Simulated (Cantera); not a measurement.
Charge: 1 mol Si3N4, a varied amount of H2, 13 mol O2, equilibrated at 1225 °C and 6.30 mbar.

These are equilibrium values from Cantera (NASA tables, ideal gas, pure condensed phases), not measurements of a reactor. Candidate condensed phases: H2O, Si, SiO2, Si2N2O, Si3N4; 35 gas species. The tables hold silica as quartz up to 1696 K and as liquid above; real silica turns to tridymite and cristobalite and melts near 1996 K. Rates play no part.

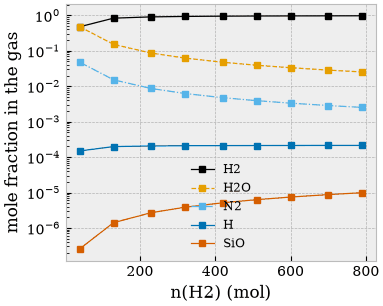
*Equilibrium gas composition (values under 1e-9 drawn at 1e-9)*

From 40 mol H2 to 790 mol H2 the condensed part is SiO2(β-quartz). The main Si-bearing gas is SiO throughout.
